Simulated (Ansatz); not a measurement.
A computed series for GaN: response to strain

Base system: GaN in the wurtzite structure (space group P6_3mc, No. 186).

Space group P6₃mc (No. 186); a = b = 3.2184 Å, c = 5.2432 Å, α = β = 90.00°, γ = 120.00°

| atom | site | symmetry | x | y | z |
|---|---|---|---|---|---|
| Ga | 2b | 3m. | 0.3333 | 0.6667 | 0.0001 |
| N | 2b | 3m. | 0.3333 | 0.6667 | 0.3769 |

Strains are applied to the cell and any free atomic positions relax.

Computed with Ansatz (an electronic-structure program) PBE, scalar-relativistic without spin-orbit coupling.

Notes on the quantities. energy relative to the base: free energy F.

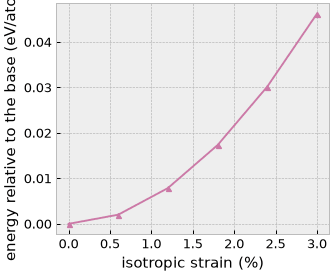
*Energy relative to the base against isotropic strain*

```csv
isotropic strain (%),energy relative to the base
0.6,+2.0 meV/atom
1.2,+7.9 meV/atom
1.8,+17 meV/atom
2.4,+30 meV/atom
3,+46 meV/atom
```

Stability against distortions was not tested.
